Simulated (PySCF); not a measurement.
Vertical excitations of a molecule C4H10Be from TDDFT-M06-2X/def2-SVPD run with PySCF, as energy in eV (oscillator strength): 5.83 (0.000), 6.03 (0.000), 6.74 (0.067), 7.02 (0.059), 7.11 (0.004), 7.24 (0.021), 7.63 (0.000), 7.64 (0.000), 7.98 (0.001), 8.05 (0.033). Lowest triplet (TDA): 5.54 eV. The structure is a stationary point at B3LYP-D3(BJ)/def2-SVP. The values are those of a single conformer.

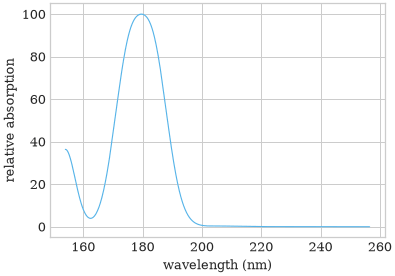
Figure. The lines broadened by 0.4 eV.

Problem. Pick the molecule that these values belong to.
A. [BeH][C](C)(C)C
B. C[CH2][Be][CH2]C
C. [CH3][Be][CH](C)C

Solution. B, C[CH2][Be][CH2]C
